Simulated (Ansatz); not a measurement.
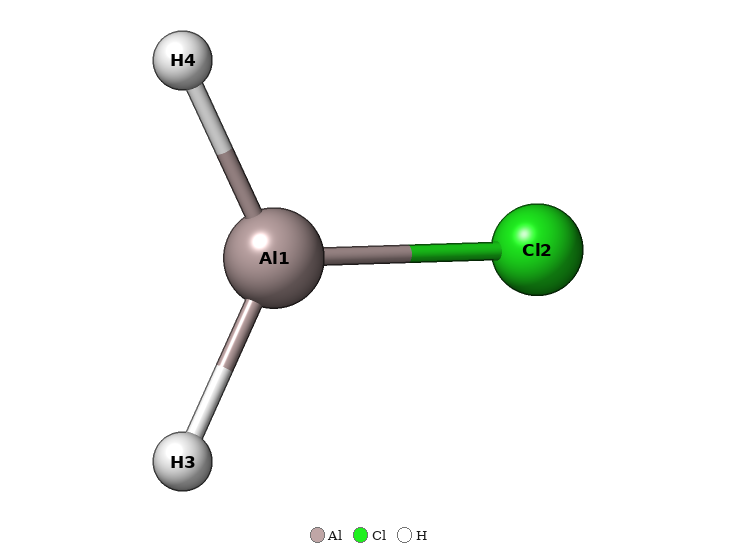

Harmonic vibrations computed with RKS PBE0-D4/def2-TZVP (Ansatz 0.2.0) at a stationary point of the same level.

> How many imaginary frequencies does it have?

A minimum: no imaginary frequency, and the lowest mode lies at 508 cm⁻¹.

> How many vibrational modes are there, and where do they lie?

6 modes: 508, 527, 600, 777, 1962, 1978 cm⁻¹.
